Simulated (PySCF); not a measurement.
## Electronic structure of C$_{4}$H$_{12}$Si$_{3}$ (SMILES C=C1[SiH2][SiH2][SiH2][C@H]1C) in real space

Input file:

```
{"job": {"kind": "uv", "xc": "CAM-B3LYP", "basis": "def2-SVPD", "nstates": 8, "ntriplets": 3}, "charge": 0, "multiplicity": 1}
C     -1.483437     1.908559    -0.370521
C     -0.663192     0.936606     0.007493
Si     0.867050     1.275795     1.084874
Si     2.300835    -0.244532     0.060269
Si     0.708360    -1.085379    -1.407971
C     -0.861278    -0.476349    -0.466873
C     -1.145976    -1.396319     0.720465
H     -2.334561     1.735193    -1.014835
H     -1.341229     2.927962    -0.050392
H      1.192503     2.704222     0.996240
H      0.539649     1.028233     2.497296
H      2.866526    -1.251199     0.971757
H      3.483298     0.334135    -0.590789
H      0.557062    -2.529157    -1.632795
H      0.698630    -0.468330    -2.742368
H     -1.732823    -0.506244    -1.129635
H     -1.360009    -2.407083     0.378007
H     -2.007586    -1.038449     1.284035
H     -0.293628    -1.438414     1.398280
```

Command:

```sh
OMP_NUM_THREADS=1 python probes_run.py task.json out
```

Geometry: GFN2-xTB.

All numbers below come from CAM-B3LYP/def2-SVPD, SCF density, gas phase in PySCF 2.14.0.

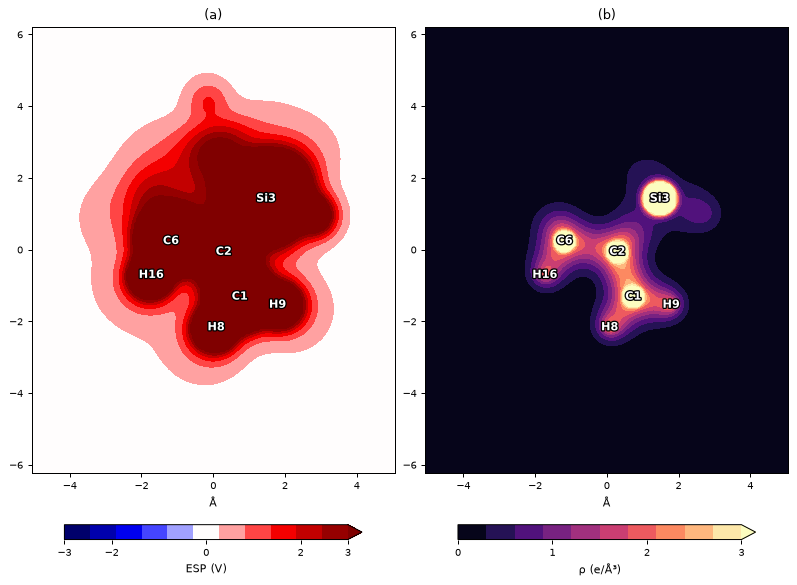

Figure 1. (a) molecular electrostatic potential; (b) total electron density on the plane of atoms C1, C2 and Si3.

What do the fields say about this system?

Answer. The section cuts through C, Si and H sites.
C–C (1.33 Å): ρ is about 2.3 e/Å³ halfway.
C–Si (1.90 Å): ρ at the midpoint is about 0.93 e/Å³.
C–H (1.08 Å): the density is about 2 e/Å³ at the midpoint.
C–C (1.50 Å): ρ is about 1.7 e/Å³ halfway.
The potential has no marked negative region in this plane.

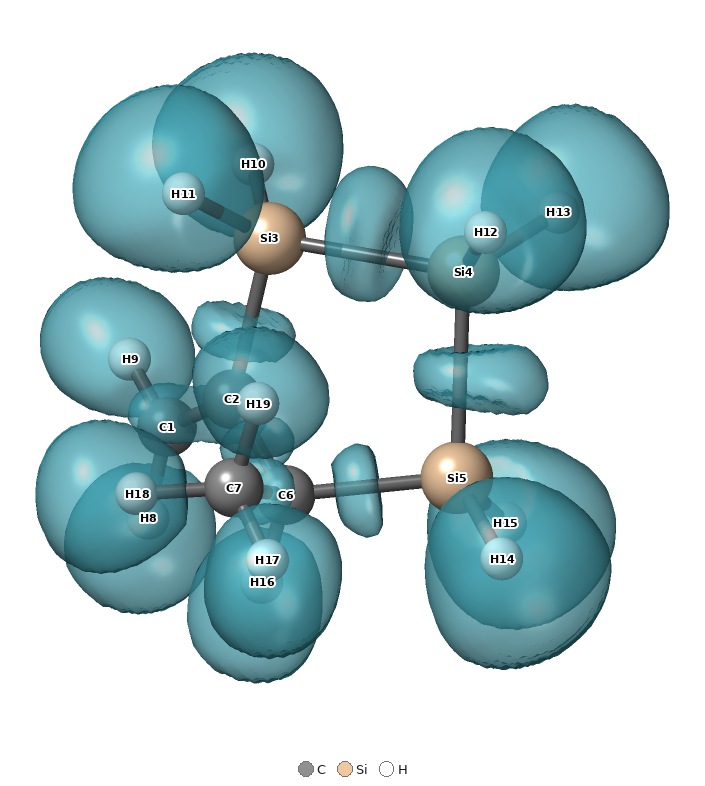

Figure 2. Isosurface of the electron localisation function at 0.85 (cyan), seen at a tilt. Core shells and regions of very low density are left out.

Identify the bonds, lone pairs and shells in this picture.

Answer. The surface consists of three regions between bonded C–C atoms (shared pairs), two regions between bonded C–Si atoms (shared pairs), two regions between bonded Si–Si atoms (shared pairs) and twelve regions around hydrogen nuclei.


C–C (1.33 Å): the ELF peaks at about 0.90 between the atoms; a multiple bond. C–Si (1.90 Å): the ELF peaks at about 1 between the atoms: localised, covalent bonding.

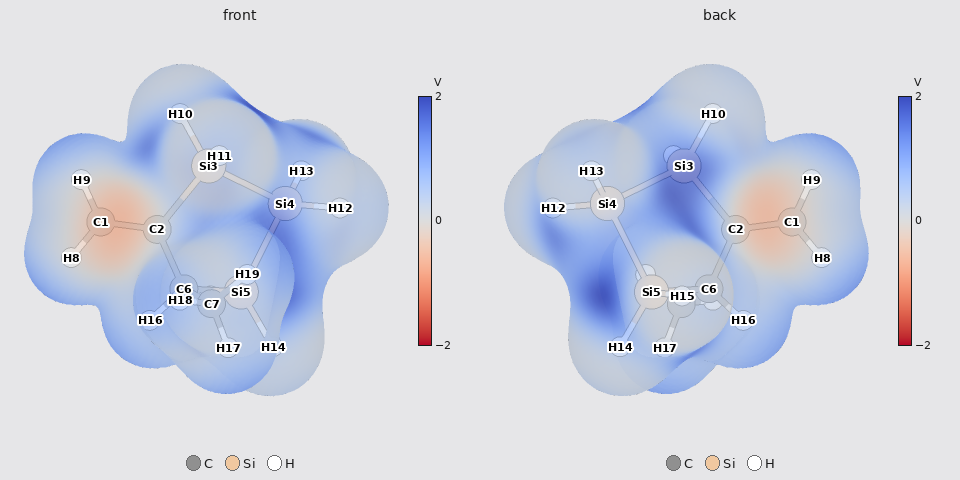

Figure 3. The electrostatic potential painted on the density surface at 0.004 e/bohr³, seen from the front and from behind; red is negative and blue positive.

Describe the electrostatic potential map.

Answer. The most negative region (about −0.5 V) lies over the π face of C1 and C2, the most positive (about +1.8 V) over Si3, Si4 and Si5.
